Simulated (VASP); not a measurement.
Band structure of BaTiO3 (cubic perovskite). Calculation: SCAN meta-GGA, VASP's PBE PAW potentials (set 64) (plane waves; VASP 6.6.1).

Unless said otherwise, spin-orbit coupling is left out, though it shifts the bands of the heavy elements here.

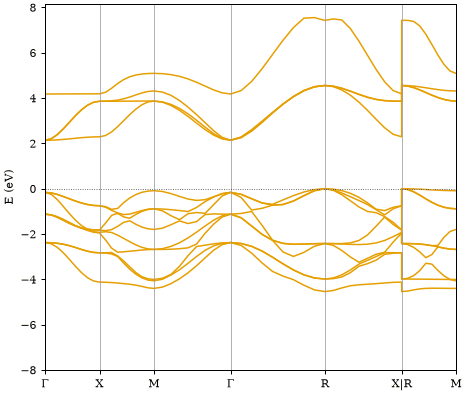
Figure. Bands along high-symmetry lines, zero at the valence-band maximum or, without a gap, the Fermi level

Problem. Read the plot: is there a gap, and where are the band edges?

Solution. The gap is indirect, 2.14 eV, from the valence maximum at R to the conduction minimum at Γ.

Measured: gap 3.20 eV (computed value off by -1.06 eV), as given by Yu-ichiro Matsushita et al., Physical Review B (2011), arXiv:1104.2769.

The compound is BaTiO3 in the cubic perovskite structure, the ideal cubic form; the compound distorts at low or room temperature. It was relaxed first.
